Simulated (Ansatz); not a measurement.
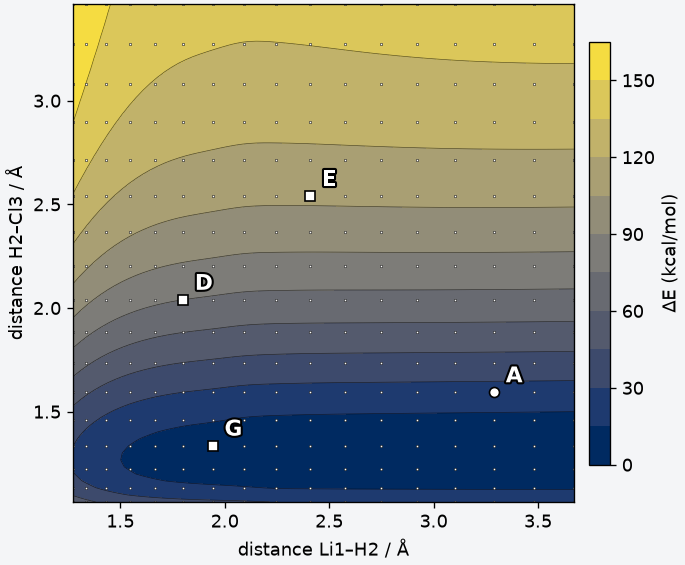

The system Li⁺ + HCl. The first coordinate is: distance Li1–H2; the second: distance H2–Cl3. Nothing is relaxed (the angle Li1–H2–Cl3 is fixed at 140 degrees). The scan uses a 17 × 17 grid. Points are written as (first, second). Energies: kcal/mol, counted from Li with charge +1 far from the relaxed HCl (each part in its own basis). The reference is spin-restricted, so regions where a bond is pulled apart into radicals lie too high. These are results of RKS B3LYP-D4/aug-cc-pVTZ in Ansatz, not measurements.

Drawn: filled contours, dots at the grid points, lettered points. Between grid points the surface is interpolated.

> What kind of point is each of A, D, E: minimum, saddle, maximum or slope?

A: on a slope; D: on a slope; E: on a slope. (In these two coordinates alone; a stationary point may lie a little off the grid point.)

> Rank the lettered points by energy, lowest first.

G (8 kcal/mol), A (24 kcal/mol), D (75 kcal/mol), E (108 kcal/mol).
